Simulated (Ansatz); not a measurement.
## A computed series for hypothetical rock salt BeS: pressure series

Base system: BeS in the rock salt structure (space group Fm-3m, No. 225; a = 4.5900 Å; a hypothetical phase, not in the database extracts checked).

Cell and atoms are relaxed at each pressure.

The values are results of Ansatz (a first-principles code), PBEsol, PAW, cutoff 420 eV, no spin-orbit coupling, not measurements.

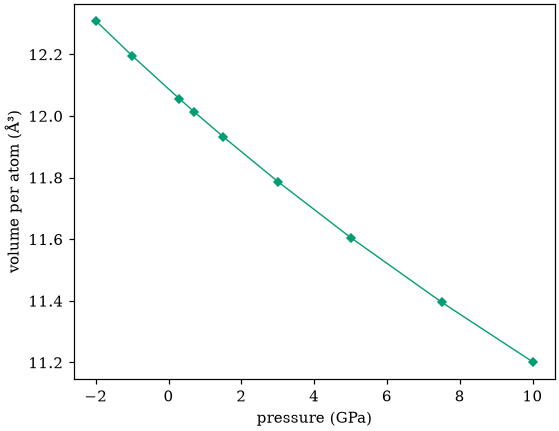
*Volume against pressure*

Estimate the zero-pressure bulk modulus from the plot.

About 110 GPa; a third-order Birch–Murnaghan fit to the points gives V₀ = 12.09 Å³/atom, B₀ = 114 GPa and B₀′ = 3.8.

Load acts through the strain it causes; cell and atoms are relaxed under it. Stability against distortions was not tested. No other phases were tried under pressure.
